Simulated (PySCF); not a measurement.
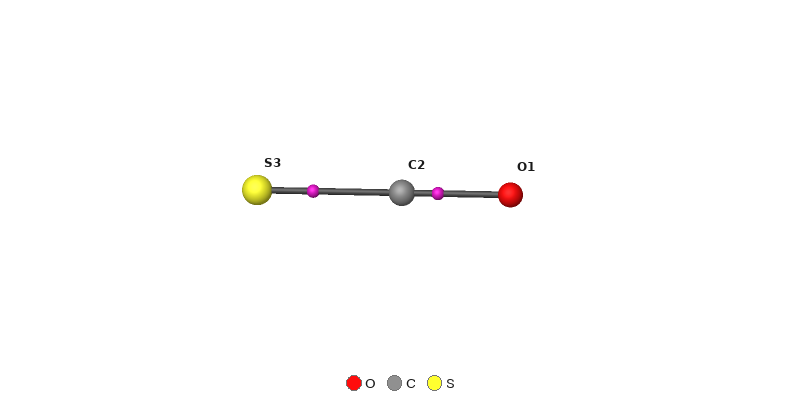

COS, SMILES `O=C=S`. Molecular graph of the electron density (QTAIM): bond paths, bond critical points (magenta), ring points (cyan, if any); weak paths are dashed.

Computed with PySCF, r2SCAN/def2-SVP, geometry: GFN2-xTB. No frequency check shows the geometry to be a minimum. GFN2-xTB bond lengths at metals and heavier atoms can be off by up to 0.1 Å and shapes distorted, which carries into these values.

Question: How many critical points of each kind are there, and does the count close?

Answer: 3 nuclei, 2 bond, 0 ring and 0 cage critical points: 3 − 2 + 0 − 0 = 1, as the Poincaré–Hopf relation requires.

Question: What does the calculation give at each kind of bond critical point?

Answer:
```
 bond  length (Å)  ρ (a.u.)  ∇²ρ (a.u.)     ε  H (a.u.)
O1–C2       1.154     0.451       +1.03  0.00    −0.786
C2–S3       1.539     0.234       +0.89  0.00    −0.245
```

Question: What kind of interaction is O1–C2?

Answer: Polar or intermediate (positive Laplacian, negative energy density H): ρ = 0.451, ∇²ρ = +1.03, H = −0.786 a.u.

Cost of the run: 7.8 s on 1 thread of Arm Neoverse V1, on a shared host, peak memory 0.21 GiB.
